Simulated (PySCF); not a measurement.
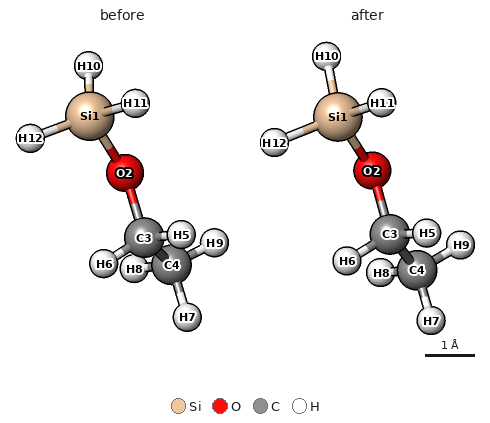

The structure of C₂H₈OSi before (left) and after (right) a relaxation, at one scale.

A ball-and-stick model, seen from a free direction.

The start comes from GFN2-xTB. Its atoms were then displaced at random by about 0.03 Å.

These are results of PBE0-D3(BJ)/def2-SVP geometry optimisation, gas phase (PySCF), not measurements. 

**Summarise the run.**

Over 6 geometry steps the energy falls by 74.0 kJ/mol. The atom that moves furthest after the best rigid fit is H10 (0.29 Å). By element the largest moves are H 0.29 Å, O 0.15 Å, C 0.13 Å, Si 0.07 Å. Near-neighbour distances that change, for instance: Si1–H10 1.382 → 1.487 Å, Si1–H12 1.421 → 1.498 Å, C3–C4 1.575 → 1.510 Å, C3–H6 1.048 → 1.108 Å. Bond angles that change, for instance: H10–Si1–H12 119.4° → 110.1°, Si1–O2–C3 131.4° → 123.7°, C3–C4–H7 103.1° → 110.7°.
